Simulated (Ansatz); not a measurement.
**CdO, pressure series**

Consider CdO in the rock salt structure (space group Fm-3m, No. 225; a = 4.768 Å).

Cell and atoms are relaxed at each pressure.

Level of theory: plane-wave PAW DFT at the PBE level (Ansatz, a program for electronic structure, 420 eV), without spin-orbit coupling, earlier PAW set.

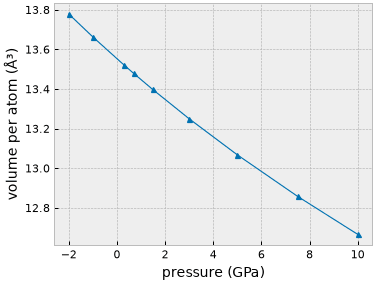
Fig. 1. Volume against pressure

Task: Estimate the zero-pressure bulk modulus from the plot.

Result: About 130 GPa; a third-order Birch–Murnaghan fit to the points gives V₀ = 13.55 Å³/atom, B₀ = 126 GPa and B₀′ = 4.8.

Measured bulk modulus of CdO: 147 GPa (temperature not stated; as listed in Priya Gopal et al., Physical Review B (2015)); the computed value is for a static lattice, so the two differ by thermal effects too.

The mesh was chosen for an insulator and is coarse for the gapless case. Load acts through the strain it causes; cell and atoms are relaxed under it. Stability against distortions was not tested. No other phases were tried under pressure. The final runs are not spin-polarised.
